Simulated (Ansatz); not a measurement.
# Gallium, A15 under LDA: relaxation and energy

What does LDA give for gallium in the A15 structure? We relax it, then solve it on a dense k-mesh. Spin polarisation is left out. The k-meshes are 5×5×5 for the relaxation; 7×7×7 for the dense run.

Method: DFT LDA (PW92), plane waves (420 eV) with PAW, scalar-relativistic; PBE-made PAW files, in Ansatz 0.2.0.

## Step 1: The system as given

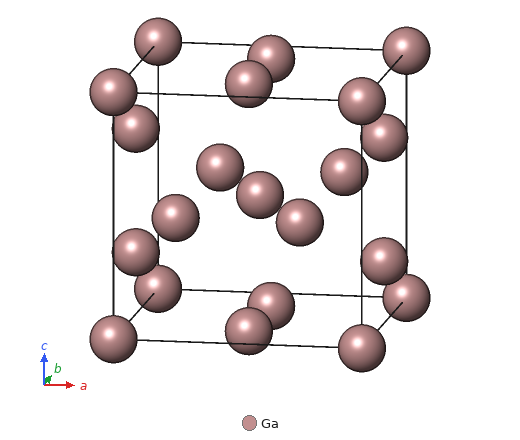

Start, viewed slightly off an axis; gallium pink. Any atoms on the faces are drawn again on the opposite ones.

Structure file:

```cif
data_structure
_symmetry_space_group_name_H-M 'Pm-3n'
_symmetry_Int_Tables_number 223
_cell_length_a 5.3919
_cell_length_b 5.3919
_cell_length_c 5.3919
_cell_angle_alpha 90.000
_cell_angle_beta 90.000
_cell_angle_gamma 90.000
_cell_volume 156.76
loop_
_atom_site_label
_atom_site_type_symbol
_atom_site_symmetry_multiplicity
_atom_site_Wyckoff_symbol
_atom_site_fract_x
_atom_site_fract_y
_atom_site_fract_z
_atom_site_occupancy
Ga1 Ga 2 a 0.00000 0.00000 0.00000 1
Ga2 Ga 6 c 0.25000 0.00000 0.50000 1
```

## Step 2: Relaxing cell and atoms

File input.yaml:

```yaml
crystal:
  lattice:
    - [5.3919379051, 0.0, 0.0]
    - [0.0, 5.3919379051, 0.0]
    - [0.0, 0.0, 5.3919379051]
  atoms:
    - { symbol: Ga, position: [0.0, 0.0, 0.0] }
    - { symbol: Ga, position: [0.5, 0.5, 0.5] }
    - { symbol: Ga, position: [0.25, 0.0, 0.5] }
    - { symbol: Ga, position: [0.75, 0.0, 0.5] }
    - { symbol: Ga, position: [0.5, 0.25, 0.0] }
    - { symbol: Ga, position: [0.5, 0.75, 0.0] }
    - { symbol: Ga, position: [0.0, 0.5, 0.25] }
    - { symbol: Ga, position: [0.0, 0.5, 0.75] }
hamiltonian:
  xc: lda
  pseudopotentials:
    kind: paw
    azcp:
      Ga: "pseudopotentials/Ga.paw.azcp"
basis:
  ecutwfc: 420
  fft_grid_basis: typed
kpoints:
  mp_grid: { grid: [5, 5, 5], shift: [0, 0, 0] }
magnetization:
  spin_polarized: false
scf:
  occupations: { method: fermi_dirac, width: 0.1 }
relax:
  max_steps: 60
  f_tol: 0.01
  cell: {}
```

The log of the run:

```text
Warning: <dir> the record states the generating functional pbe (its physics header spells it `PBE`), which answers neither for hamiltonian.xc's functional nor for the lda family's — results may be inconsistent (PPs are generated against a specific XC)
Engine: ansatz 0.2.0, x86_64-unknown-linux-gnu
Pseudopotentials: kind: paw
Pseudopotential: Ga, paw, valence charge 13, recommended cutoff 420 eV (normal), <dir>
Functional definition: SPW92
  exchange = slater_x
  correlation = pw_c
Crystal: 8 atoms, lattice volume = 156.760 Å³
Basis set: ecut = 420 eV, 3071 PW (Γ)
Bands: 63, of which v1, the nominal top of the filled ones, is band 52 counted from 1 (51 counted from 0)
Symmetry: 48 space group operations
Space group: Pm-3n (ITA 223), of the structure as read, at distance tolerance 5.4e-5 Å
k-points: 10 of 125
Non-local potential: Ga, projectors of the file, l = 0: 2, l = 1: 2, l = 2: 3, l = 3: 1
PAW form: soft (Blöchl's): semilocal exchange-correlation on the pseudo side does not see the compensation charge
PAW frozen core: Ga, regenerated for the run's functional, and the local potential with it (the file was generated under x = pbe(κ = 0.804, μ = 0.2195149727645171), c = pbe(β = 0.06672455060314922))
PAW one-centre angular grid: Ga, 590 points (default); XC on 64 Gauss nodes
Initial density: superposition of atomic densities (neutral atoms: chi_scale 0, normalization atom), corrected by the library's trained network
Initial wavefunctions: pseudopotential atomic-orbital guess
Functional: x = slater, c = lda
SCF iter   1: F=—  HF=-29654.911471 eV  |F-HF|=—  |Δ(HF+E_count)|=         —  Δρ=4.73e-3  dr2=1.53e-2  ethr=1.77e-3  ⟨swp⟩=5.9  Hψ=2195  notcnv=0
preconditioner: auto → Kerker (q_TF=auto, 2.548 Å⁻¹)  [metal: Δε(μ)=0.246 eV  Ē_g=15.390 eV  σ=0.100 eV  W_gap=0.43  n_scr=32 (ndim 8)  ℏωp=30.2 eV  f_vac=0.000  D(μ)=2.52/eV (n_scr^D=18)]
SCF iter   2: F=—  HF=-29654.903124 eV  |F-HF|=—  |Δ(HF+E_count)|=   8.35e-3  Δρ=2.50e-3  dr2=5.72e-3  ethr=1.47e-5  ⟨swp⟩=2.0  Hψ=1121  notcnv=0
SCF iter   3: F=—  HF=-29654.901913 eV  |F-HF|=—  |Δ(HF+E_count)|=   1.21e-3  Δρ=8.05e-4  dr2=6.67e-4  ethr=5.50e-6  ⟨swp⟩=1.8  Hψ=678  notcnv=0
SCF iter   4: F=—  HF=-29654.901645 eV  |F-HF|=—  |Δ(HF+E_count)|=   2.68e-4  Δρ=2.77e-4  dr2=8.44e-5  ethr=6.41e-7  ⟨swp⟩=2.0  Hψ=1113  notcnv=0
SCF iter   5: F=—  HF=-29654.901624 eV  |F-HF|=—  |Δ(HF+E_count)|=   2.06e-5  Δρ=2.01e-4  dr2=2.46e-5  ethr=8.11e-8  ⟨swp⟩=2.0  Hψ=1141  notcnv=0
SCF iter   6: F=—  HF=-29654.901609 eV  |F-HF|=—  |Δ(HF+E_count)|=   1.57e-5  Δρ=7.49e-5  dr2=3.40e-6  ethr=2.36e-8  ⟨swp⟩=2.0  Hψ=1026  notcnv=0
SCF iter   7: F=—  HF=-29654.901608 eV  |F-HF|=—  |Δ(HF+E_count)|=   1.25e-6  Δρ=1.85e-5  dr2=2.55e-7  ethr=3.27e-9  ⟨swp⟩=2.0  Hψ=1031  notcnv=0
SCF iter   8: F=-29654.901607 eV  HF=-29654.901607 eV  |F-HF|=4.32e-8  |Δ(HF+E_count)|=   1.53e-7  Δρ=6.11e-6  dr2=3.82e-8  ethr=9.62e-11  ⟨swp⟩=4.8  Hψ=2431  notcnv=0
SCF 1 converged in 8 iterations: F = -29654.901607 eV  dr2 = 3.82e-8
relax step   1: F+E_penalty+E_count = -29654.90160736 eV  Δ(F+E_penalty+E_count) = +0.000e0 eV  max|allowed force component| = 1.923e-17 eV/Å  Δτ_max = 0.0000 Å  P = -5.128 GPa  Ω = 156.760 Å³  (8 SCF iters, dr2 threshold 1.00e-7 eV, accepted)
Crystal: 8 atoms, lattice volume = 137.343 Å³
Basis set: ecut = 420 eV, 2721 PW (Γ)
Initial density: handed on by an earlier stage of this run
Initial wavefunctions: those handed on with the density
iter 1 solved again at ethr=2.39e-5 eV; its pass at ethr=3.10e-3 eV (dr2=2.48e-2 eV) is discarded
SCF iter   1: F=—  HF=-29655.179955 eV  |F-HF|=—  |Δ(HF+E_count)|=         —  Δρ=4.27e-3  dr2=2.50e-2  ethr=2.39e-5  ⟨swp⟩=1.8  Hψ=3455  notcnv=0
preconditioner: auto → Kerker (q_TF=auto, 2.605 Å⁻¹)  [metal: Δε(μ)=0.243 eV  Ē_g=15.769 eV  σ=0.100 eV  W_gap=0.50  n_scr=32 (ndim 8)  ℏωp=32.3 eV  f_vac=0.000  D(μ)=2.56/eV (n_scr^D=18)]
SCF iter   2: F=—  HF=-29655.171841 eV  |F-HF|=—  |Δ(HF+E_count)|=   8.11e-3  Δρ=2.48e-3  dr2=7.68e-3  ethr=2.39e-5  ⟨swp⟩=3.0  Hψ=1201  notcnv=0
preconditioner: auto → Resta (q_TF=auto, 2.605 Å⁻¹)  ε∞=5.2  [insulator: Δε(μ)=0.244 eV  Ē_g=15.824 eV  σ=0.100 eV  W_gap=0.50  n_scr=32 (ndim 8)  ℏωp=32.3 eV  f_vac=0.000  D(μ)=2.56/eV (n_scr^D=18)  ε∞_Penn≈5.2]
SCF iter   3: F=—  HF=-29655.168955 eV  |F-HF|=—  |Δ(HF+E_count)|=   2.89e-3  Δρ=1.00e-3  dr2=1.47e-3  ethr=7.39e-6  ⟨swp⟩=2.0  Hψ=1022  notcnv=0
SCF iter   4: F=—  HF=-29655.168248 eV  |F-HF|=—  |Δ(HF+E_count)|=   7.08e-4  Δρ=2.91e-4  dr2=4.43e-5  ethr=1.41e-6  ⟨swp⟩=2.0  Hψ=1153  notcnv=0
SCF iter   5: F=—  HF=-29655.168267 eV  |F-HF|=—  |Δ(HF+E_count)|=   1.96e-5  Δρ=1.84e-5  dr2=2.79e-7  ethr=7.69e-10  ⟨swp⟩=3.2  Hψ=2927  notcnv=0
SCF iter   6: F=-29655.168267 eV  HF=-29655.168268 eV  |F-HF|=6.17e-7  |Δ(HF+E_count)|=   4.62e-7  Δρ=1.45e-5  dr2=1.75e-7  ethr=2.68e-10  ⟨swp⟩=4.8  Hψ=2428  notcnv=0
SCF 2 converged in 6 iterations: F = -29655.168267 eV  dr2 = 1.75e-7
relax step   2: F+E_penalty+E_count = -29655.16826701 eV  Δ(F+E_penalty+E_count) = -2.667e-1 eV  max|allowed force component| = 2.718e-17 eV/Å  Δτ_max = 0.0000 Å  P = +1.665 GPa  Ω = 137.343 Å³  energy of the carried Pulay correction = +3.298e-3 eV  (6 SCF iters, dr2 threshold 8.00e-7 eV, accepted)
Crystal: 8 atoms, lattice volume = 141.643 Å³
Basis set: ecut = 420 eV, 2777 PW (Γ)
iter 1 solved again at ethr=1.55e-6 eV; its pass at ethr=3.10e-3 eV (dr2=1.62e-3 eV) is discarded
SCF iter   1: F=—  HF=-29655.185467 eV  |F-HF|=—  |Δ(HF+E_count)|=         —  Δρ=1.08e-3  dr2=1.71e-3  ethr=1.55e-6  ⟨swp⟩=2.0  Hψ=3232  notcnv=0
preconditioner: auto → Resta (q_TF=auto, 2.591 Å⁻¹)  ε∞=5.1  [insulator: Δε(μ)=0.253 eV  Ē_g=15.781 eV  σ=0.100 eV  W_gap=0.50  n_scr=32 (ndim 8)  ℏωp=31.8 eV  f_vac=0.000  D(μ)=2.48/eV (n_scr^D=18)  ε∞_Penn≈5.1]
SCF iter   2: F=—  HF=-29655.184874 eV  |F-HF|=—  |Δ(HF+E_count)|=   5.93e-4  Δρ=5.88e-4  dr2=4.33e-4  ethr=1.55e-6  ⟨swp⟩=3.0  Hψ=1153  notcnv=0
SCF iter   3: F=—  HF=-29655.184723 eV  |F-HF|=—  |Δ(HF+E_count)|=   1.51e-4  Δρ=2.33e-4  dr2=8.37e-5  ethr=4.17e-7  ⟨swp⟩=2.0  Hψ=1030  notcnv=0
SCF iter   4: F=—  HF=-29655.184682 eV  |F-HF|=—  |Δ(HF+E_count)|=   4.08e-5  Δρ=7.40e-5  dr2=2.88e-6  ethr=8.05e-8  ⟨swp⟩=2.0  Hψ=1153  notcnv=0
SCF iter   5: F=-29655.184683 eV  HF=-29655.184683 eV  |F-HF|=1.70e-8  |Δ(HF+E_count)|=   1.21e-6  Δρ=4.15e-6  dr2=1.39e-8  ethr=7.69e-10  ⟨swp⟩=4.0  Hψ=2250  notcnv=0
SCF 3 converged in 5 iterations: F = -29655.184683 eV  dr2 = 1.39e-8
relax step   3: F+E_penalty+E_count = -29655.18468349 eV  Δ(F+E_penalty+E_count) = -1.642e-2 eV  max|allowed force component| = 2.674e-17 eV/Å  Δτ_max = 0.0000 Å  P = -0.328 GPa  Ω = 141.643 Å³  energy of the carried Pulay correction = +2.531e-3 eV  (5 SCF iters, dr2 threshold 8.00e-7 eV, accepted)
Crystal: 8 atoms, lattice volume = 140.918 Å³
iter 1 solved again at ethr=8.64e-8 eV; its pass at ethr=3.10e-3 eV (dr2=8.99e-5 eV) is discarded
SCF iter   1: F=—  HF=-29655.185611 eV  |F-HF|=—  |Δ(HF+E_count)|=         —  Δρ=1.75e-4  dr2=4.38e-5  ethr=8.64e-8  ⟨swp⟩=2.7  Hψ=2855  notcnv=0
preconditioner: auto → Resta (q_TF=auto, 2.594 Å⁻¹)  ε∞=5.1  [insulator: Δε(μ)=0.253 eV  Ē_g=15.769 eV  σ=0.100 eV  W_gap=0.50  n_scr=32 (ndim 8)  ℏωp=31.9 eV  f_vac=0.000  D(μ)=2.49/eV (n_scr^D=18)  ε∞_Penn≈5.1]
SCF iter   2: F=—  HF=-29655.185596 eV  |F-HF|=—  |Δ(HF+E_count)|=   1.51e-5  Δρ=9.49e-5  dr2=1.11e-5  ethr=4.21e-8  ⟨swp⟩=3.0  Hψ=1153  notcnv=0
SCF iter   3: F=—  HF=-29655.185592 eV  |F-HF|=—  |Δ(HF+E_count)|=   4.12e-6  Δρ=3.62e-5  dr2=1.98e-6  ethr=1.07e-8  ⟨swp⟩=2.0  Hψ=1030  notcnv=0
SCF iter   4: F=-29655.185591 eV  HF=-29655.185591 eV  |F-HF|=1.91e-8  |Δ(HF+E_count)|=   8.95e-7  Δρ=1.27e-5  dr2=8.26e-8  ethr=2.58e-10  ⟨swp⟩=3.0  Hψ=2814  notcnv=0
SCF 4 converged in 4 iterations: F = -29655.185591 eV  dr2 = 8.26e-8
relax step   4: F+E_penalty+E_count = -29655.18559085 eV  Δ(F+E_penalty+E_count) = -9.074e-4 eV  max|allowed force component| = 2.617e-17 eV/Å  Δτ_max = 0.0000 Å  P = -0.015 GPa  Ω = 140.918 Å³  energy of the carried Pulay correction = +2.658e-3 eV  (4 SCF iters, dr2 threshold 2.68e-7 eV, accepted)
Initial wavefunctions: pseudopotential atomic-orbital guess (no wavefunctions were taken with the density)
iter 1 solved again at ethr=1.88e-8 eV; its pass at ethr=3.10e-3 eV (dr2=1.96e-5 eV) is discarded
SCF iter   1: F=—  HF=-29655.183051 eV  |F-HF|=—  |Δ(HF+E_count)|=         —  Δρ=9.23e-5  dr2=4.33e-6  ethr=1.88e-8  ⟨swp⟩=3.1  Hψ=3756  notcnv=0
preconditioner: auto → Resta (q_TF=auto, 2.594 Å⁻¹)  ε∞=5.1  [insulator: Δε(μ)=0.253 eV  Ē_g=15.773 eV  σ=0.100 eV  W_gap=0.50  n_scr=32 (ndim 8)  ℏωp=31.9 eV  f_vac=0.000  D(μ)=2.49/eV (n_scr^D=18)  ε∞_Penn≈5.1]
SCF iter   2: F=—  HF=-29655.183035 eV  |F-HF|=—  |Δ(HF+E_count)|=   1.65e-5  Δρ=1.03e-4  dr2=7.14e-6  ethr=4.17e-9  ⟨swp⟩=2.0  Hψ=1072  notcnv=0
SCF iter   3: F=—  HF=-29655.183034 eV  |F-HF|=—  |Δ(HF+E_count)|=   9.15e-7  Δρ=2.43e-5  dr2=4.12e-7  ethr=4.17e-9  ⟨swp⟩=2.0  Hψ=1134  notcnv=0
SCF iter   4: F=—  HF=-29655.183033 eV  |F-HF|=—  |Δ(HF+E_count)|=   7.75e-7  Δρ=3.71e-6  dr2=1.24e-8  ethr=3.96e-10  ⟨swp⟩=2.0  Hψ=1147  notcnv=0
SCF iter   5: F=—  HF=-29655.183033 eV  |F-HF|=—  |Δ(HF+E_count)|=   4.14e-8  Δρ=6.42e-7  dr2=3.44e-10  ethr=1.19e-11  ⟨swp⟩=2.0  Hψ=1153  notcnv=0
SCF iter   6: F=-29655.183033 eV  HF=-29655.183033 eV  |F-HF|=2.55e-11  |Δ(HF+E_count)|=  4.00e-11  Δρ=1.04e-7  dr2=1.21e-11  ethr=1.00e-12  ⟨swp⟩=4.0  Hψ=2252  notcnv=0
SCF 5 converged in 6 iterations: F = -29655.183033 eV  dr2 = 1.21e-11
relax step   5: F+E_penalty+E_count = -29655.18303321 eV  Δ(F+E_penalty+E_count) = +2.558e-3 eV  max|allowed force component| = 1.834e-17 eV/Å  Δτ_max = 0.0000 Å  P = -0.018 GPa  Ω = 140.918 Å³  stress off target by 1.78e-2 GPa  SCF on the basis re-selected at this cell (its energy is not comparable with the rows above)  (6 SCF iters)
basis re-selected at this cell: Δ(F+E_penalty+E_count) = +2.558e-3 eV, ΔP = -0.003 GPa vs the last step (what re-selecting the basis moved, of the pressure what is left beyond the Pulay correction that the steps carried, after the strain that the cell walked since its last selection, with what the two solves' SCF thresholds leave and, on support functions, any second-order correction that the steps lacked; it is no measure of the basis error at this ecutwfc). The dense FFT grid was sized anew with the basis: this SCF ran on 36×36×36 points, the steps before it on 40×40×40, so part of this shift can come from that change (see relax.cell in the input reference). This SCF's stress stands 1.78e-2 GPa from its target on what of the cell is left free (relax.cell.stress_tol is 5.00e-2 GPa) and its largest allowed force component is 1.83e-17 eV/Å (relax.f_tol is 1.00e-2 eV/Å): within both
SCF converged after 6 iterations
Free energy (F): -29655.183033 eV
Harris-Foulkes:  -29655.183033 eV  (|F-HF|=2.55e-11)
Internal energy: -29655.098066 eV  (E = F + TS)
E sigma→0 (E₀):  -29655.140549 eV
Entropy (-TS):   -0.084967 eV (-10.621 meV/atom)
Fermi energy:    10.463054 eV
--- Per-component energies (eV) ---
  E_band       = -233.932622
  E_kinetic    = 927.590839
  E_local      = -13935.729121  (includes V_loc(G=0)·N_el)
  E_nonlocal   = 3390.318491
  E_hartree    = 6559.371374
  E_xc         = -557.889081
  E_vxc        = -476.606153  (∫ρ·V_xc dr)
  E_paw        = -15271.592467  (= ΣΔE_a)
  E_vpaw       = -3258.248640  (= ΣTr[D̂ρ^β])
  E_aug_tail   = -0.001138  (compensation charges beyond the density's cutoff)
  E_ewald      = -10780.994801
  E_core_change = 13.827839  (= ΣΔE_core)
  E_smearing   = -0.084967  (= −TS)
  E_closure    = -0.000000  (closes the sum)
  Σ components = -29655.183033   (vs F -29655.183033, Δ=0.00e0)
--- Forces (eV/Å), atoms counted from 1 ---
  atom   1  Ga     0.00000000    -0.00000000     0.00000000
  atom   2  Ga     0.00000000    -0.00000000     0.00000000
  atom   3  Ga     0.00000000     0.00000000     0.00000000
  atom   4  Ga    -0.00000000    -0.00000000    -0.00000000
  atom   5  Ga    -0.00000000    -0.00000000    -0.00000000
  atom   6  Ga     0.00000000     0.00000000     0.00000000
  atom   7  Ga    -0.00000000    -0.00000000     0.00000000
  atom   8  Ga     0.00000000     0.00000000     0.00000000
  max |Σ_I F_I| component: 1.50e-17 eV/Å
--- Stress (GPa, compression-positive) ---
       -0.017770       0.000000       0.000000
        0.000000      -0.017770       0.000000
        0.000000       0.000000      -0.017770
  P = ⅓ Tr σ = -0.0178 GPa (-0.178 kbar)
--- Relaxed structure (4 steps of the walk, 4 accepted, 1 SCFs on fresh bases) ---
  F+E_penalty+E_count = -29655.18303321 eV   max|allowed force component| = 1.834e-17 eV/Å   (the final SCF, on the basis selected at the relaxed cell)
  cell:  # Å, volume = 140.9182 Å³
    - [5.203821059949069, 5.713592168348799e-33, -2.5679065925163143e-34]
    - [3.6592668943357474e-33, 5.203821059949069, -2.5679065925163143e-34]
    - [-2.5679065925163143e-34, -2.5679065925163143e-34, 5.203821059949069]
  atoms:
    - { symbol: Ga, position: [-1.099652166426367e-33, -1.1515558975095942e-34, 2.1580045898402732e-35] }
    - { symbol: Ga, position: [0.49999999999999994, 0.49999999999999994, 0.49999999999999994] }
    - { symbol: Ga, position: [0.24999999999999997, -1.3301493808067203e-34, 0.49999999999999994] }
    - { symbol: Ga, position: [0.75, -5.7056897215863095e-34, 0.49999999999999994] }
    - { symbol: Ga, position: [0.49999999999999994, 0.24999999999999997, 4.241595228306744e-35] }
    - { symbol: Ga, position: [0.49999999999999994, 0.75, -1.3617753101405867e-34] }
    - { symbol: Ga, position: [1.1701593853530453e-34, 0.49999999999999994, 0.24999999999999997] }
    - { symbol: Ga, position: [2.0928923823881963e-34, 0.49999999999999994, 0.75] }
```

It took 23 s on 2 threads of an x86-64 CPU, shared host; peak memory 0.64 GiB.

Relaxation path:

```
step  energy change (meV/atom)  largest force (eV/Å)  pressure (GPa)  volume (Å³/atom)
   1                      0.00                0.0000           -5.13            19.595
   2                    -33.33                0.0000            1.67            17.168
   3                    -35.38                0.0000           -0.33            17.705
   4                    -35.50                0.0000           -0.02            17.615
   5                    -35.18                0.0000           -0.02            17.615
```

Steps that repeat a cell are solved on a basis chosen anew, so their changes of energy are no gain of the relaxation.

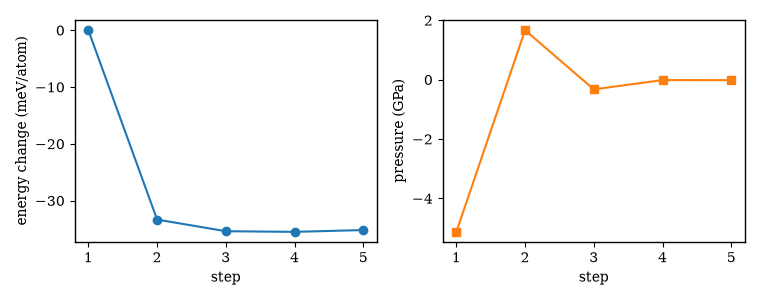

Energy and pressure over the accepted steps.

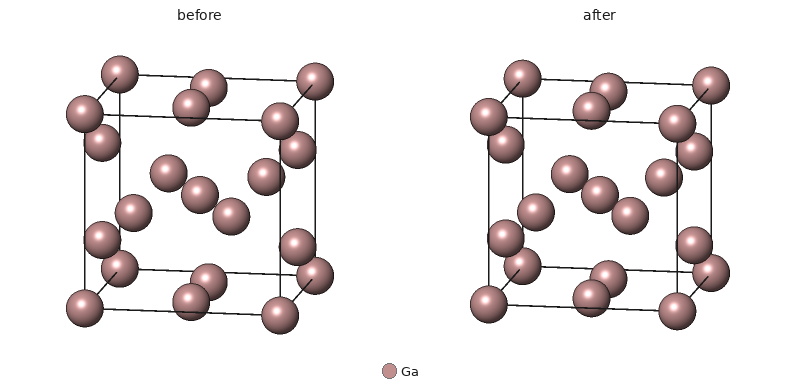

The structure before (left) and after (right), drawn at the same scale. The cells drawn are those of the first picture.

The cell of the run, before and after:

|  | before | after | change |
| --- | --- | --- | --- |
| a (Å) | 5.392 | 5.204 | -3.5 % |
| b (Å) | 5.392 | 5.204 | -3.5 % |
| c (Å) | 5.392 | 5.204 | -3.5 % |
| volume (Å³/atom) | 19.595 | 17.615 | -10.1 % |
| shortest distance (Å) | 2.696 | 2.602 | -3.5 % |
| space group (spins left aside) | Pm-3n | Pm-3n | same |

## Step 3: The energy on a finer k-mesh

File input.yaml:

```yaml
crystal:
  lattice:
    - [5.2038210599, 0.0, 0.0]
    - [0.0, 5.2038210599, 0.0]
    - [0.0, 0.0, 5.2038210599]
  atoms:
    - { symbol: Ga, position: [1.0, 1.0, 0.0] }
    - { symbol: Ga, position: [0.5, 0.5, 0.5] }
    - { symbol: Ga, position: [0.25, 1.0, 0.5] }
    - { symbol: Ga, position: [0.75, 1.0, 0.5] }
    - { symbol: Ga, position: [0.5, 0.25, 0.0] }
    - { symbol: Ga, position: [0.5, 0.75, 1.0] }
    - { symbol: Ga, position: [0.0, 0.5, 0.25] }
    - { symbol: Ga, position: [0.0, 0.5, 0.75] }
hamiltonian:
  xc: lda
  pseudopotentials:
    kind: paw
    azcp:
      Ga: "pseudopotentials/Ga.paw.azcp"
basis:
  ecutwfc: 420
  fft_grid_basis: typed
kpoints:
  mp_grid: { grid: [7, 7, 7], shift: [0, 0, 0] }
magnetization:
  spin_polarized: false
scf:
  occupations: { method: fermi_dirac, width: 0.1 }
```

The log of the run (excerpt; [...] marks lines left out):

```text
Warning: <dir> the record states the generating functional pbe (its physics header spells it `PBE`), which answers neither for hamiltonian.xc's functional nor for the lda family's — results may be inconsistent (PPs are generated against a specific XC)
[...]
Pseudopotentials: kind: paw
Pseudopotential: Ga, paw, valence charge 13, recommended cutoff 420 eV (normal), <dir>
Functional definition: SPW92
[...]
Crystal: 8 atoms, lattice volume = 140.918 Å³
Basis set: ecut = 420 eV, 2777 PW (Γ)
Bands: 60, of which v1, the nominal top of the filled ones, is band 52 counted from 1 (51 counted from 0)
Symmetry: 48 space group operations
Space group: Pm-3n (ITA 223), of the structure as read, at distance tolerance 5.2e-5 Å
k-points: 20 of 343
[...]
SCF iter   1: F=—  HF=-29655.212690 eV  |F-HF|=—  |Δ(HF+E_count)|=         —  Δρ=5.70e-3  dr2=1.70e-2  ethr=1.77e-3  ⟨swp⟩=5.8  Hψ=3776  notcnv=0
[...]
SCF iter   8: F=-29655.205757 eV  HF=-29655.205757 eV  |F-HF|=4.02e-9  |Δ(HF+E_count)|=   1.91e-8  Δρ=1.97e-6  dr2=5.52e-9  ethr=4.11e-11  ⟨swp⟩=3.0  Hψ=3124  notcnv=0
[...]
SCF converged after 8 iterations
Free energy (F): -29655.205757 eV
[...]
E sigma→0 (E₀):  -29655.153455 eV
Entropy (-TS):   -0.104604 eV (-13.076 meV/atom)
Fermi energy:    10.351975 eV
[...]
```

Wall time 7.5 s (2 threads of an x86-64 CPU, shared host); peak memory 0.66 GiB.

## Step 4: What came out

| quantity | value |
| --- | --- |
| space group (spins left aside) | Pm-3n (No. 223) |
| conventional cell | a = 5.204 Å |
| volume | 17.615 Å³/atom |
| shortest distance | 2.602 Å |
| gap on the mesh | none (levels filled in part) |
| relative to alpha-Ga (Cmce) | +87 meV/atom |

**Reading.** The relaxation shrank the cell by 10.1 % in volume. It lies 87 meV/atom above the element's reference form at the same level (alpha-Ga (Cmce), from a run of its own). No gap shows: it is a metal or semimetal at this level. Relaxation kept the symmetry; phonons were not checked.
